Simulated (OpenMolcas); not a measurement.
**Mo⁴⁺ among point charges: CASSCF and CASPT2 levels and susceptibility**

How does a field of 6 point charges split the states of Mo⁴⁺, and what χT follows?

The numbers are computed with OpenMolcas 26.06 (state-averaged CASSCF and CASPT2, spin-orbit coupling by RASSI with atomic mean-field integrals), except any that are marked as measured or tabulated.

## 1. Starting point

```
Species                           : Mo⁴⁺ (molybdenum, Z = 42, 38 electrons)
Basis                             : ANO-RCC-VTZP [7s6p4d2f1g], 68 functions
Scalar Hamiltonian                : DKH2, point nucleus
Inactive shells                   : 1s 2s 2p 3s 3p 3d 4s 4p
Active space                      : 2 electrons in 5 orbitals (4d)
Some configurations of this space : 4d2
Orbitals                          : optimised for each spin and parity, averaged over all roots
```

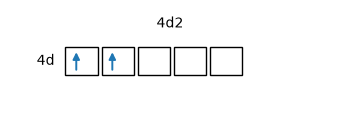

The shells outside the core, filled by Hund's rule for the drawing.

The ion sits among 6 point charges of -1 e arranged as a tetragonal octahedron (D4h), 1.98 Å from the ion, with the axial distance 2.336 Å.

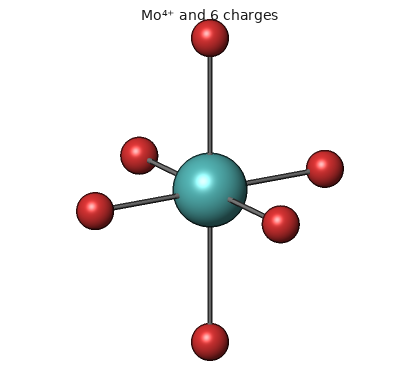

The ion and the point charges (red).

Each step is its own input file, run in one work folder so that later steps find the files of earlier ones. Labels, J, g values, rates, χT and fits are worked out afterwards by a script from the matrices that RASSI stores. The input lists half of the charges; inversion (Group=XYZ) makes the rest.

## 2. GATEWAY and SEWARD: basis and integrals

Contents of a.inp:

```
&GATEWAY
Coord
1

Mo 0.0 0.0 0.0
Basis=ANO-RCC-VTZP
Group=XYZ
NoMove
AngMom=0.0 0.0 0.0
AMFI
XField
3 Angstrom 0
1.980000 0.000000 0.000000 -1.000000
0.000000 1.980000 0.000000 -1.000000
0.000000 0.000000 2.336400 -1.000000
&SEWARD
```

Started as:

```
OMP_NUM_THREADS=1 MOLCAS_MEM=1689 MOLCAS_PROJECT=a pymolcas a.inp > a.log
```

## 3. CASSCF: triplets of even parity, 10 roots

Contents of a.inp:

```
&RASSCF
FileOrb=start.orb
Symmetry=1
Spin=3
nActEl=2 0 0
Inactive=9 9
Ras2=5 0
CIRoot=10 10 1
SDav=10
CIMx=300
Iter=120 100
PrWF=0.3
OrbListing=Nothing
MaxOrb=0
>>> COPY $Project.JobIph JOB001
```

start.orb holds the contracted functions of the basis, ordered by shell, or the orbitals of the step before.

## 4. Reference wave functions, singlets of even parity, 15 roots

Contents of a.inp:

```
&RASSCF
FileOrb=start.orb
Symmetry=1
Spin=1
nActEl=2 0 0
Inactive=9 9
Ras2=5 0
CIRoot=15 15 1
SDav=15
CIMx=300
Iter=120 100
PrWF=0.3
OrbListing=Nothing
MaxOrb=0
>>> COPY $Project.JobIph JOB002
```

## 5. State interaction with spin-orbit coupling

Contents of a.inp:

```
&RASSI
NrOfJobIphs=2 10 15
1 2 3 4 5 6 7 8 9 10
1 2 3 4 5 6 7 8 9 10 11 12 13 14 15
IphNames
JOB001
JOB002
EJob
SpinOrbit
DIPRint=1.0
SOCoupling=1000.0
Subsets=2
Property=9
'ANGMOM' 1 'ANGMOM' 2 'ANGMOM' 3 'MLTPL  1' 1 'MLTPL  1' 2 'MLTPL  1' 3
'AMFI' 1 'AMFI' 2 'AMFI' 3
SOProperty=3
'ANGMOM' 1 'ANGMOM' 2 'ANGMOM' 3
```

## 6. CASPT2: IPEA 0.25, imaginary shift 0.1 (closed shells correlated: 4s 4p)

Contents of a.inp:

```
>>> COPY JOB001 $Project.JobIph
&CASPT2
Multistate=10 1 2 3 4 5 6 7 8 9 10
NoMult
Frozen=8 6
IPEA=0.25
Imaginary=0.1
MaxIter=60
WThr=0.0 0.3 0.05
PrWF=0.5
NoMix
>>> COPY JOB002 $Project.JobIph
&CASPT2
Multistate=15 1 2 3 4 5 6 7 8 9 10 11 12 13 14 15
NoMult
Frozen=8 6
IPEA=0.25
Imaginary=0.1
MaxIter=60
WThr=0.0 0.3 0.05
PrWF=0.5
NoMix
```

(Steps that only read results are left out.)

**Question.** What will these runs give? Wanted: spin-free ground state; first state of the same spin within the active space; lowest level; next level.

The runs gave:

```
                                            quantity                                                                        value
                                              method  SS-CASPT2, IPEA 0.25, imaginary shift 0.1 (closed shells correlated: 4s 4p)
                              spin-free ground state                                              3A2, 1-fold in its orbital part
first state of the same spin within the active space                                                              3E at 1420 cm⁻¹
                                        lowest level                                                                    1-fold A1
                                          next level                                                                   367.7 cm⁻¹
                                         χT at 300 K                                                               0.23 cm³ K/mol
                           effective moment at 300 K                                                                      1.34 μB
```

Cost by method:

```tsv
method	time of its own steps	time with the reference
A. CASSCF	4.9 s	4.9 s
B. SS-CASPT2, IPEA 0.25, imaginary shift 0.1, +4s 4p	3 s	7.9 s
```

Times are of one thread on a shared host.

**Reading.** The spin-free ground state (3A2) comes to 96 % from free-ion F terms and keeps the highest spin of the shell. χT at 300 K is 0.23, against 1.00 cm³ K/mol for the spin alone, so spin-orbit coupling lowers it. The field of point charges can differ much from that of real complexes. Point charges carry no covalency, so the field is a model and not that of real ligands.
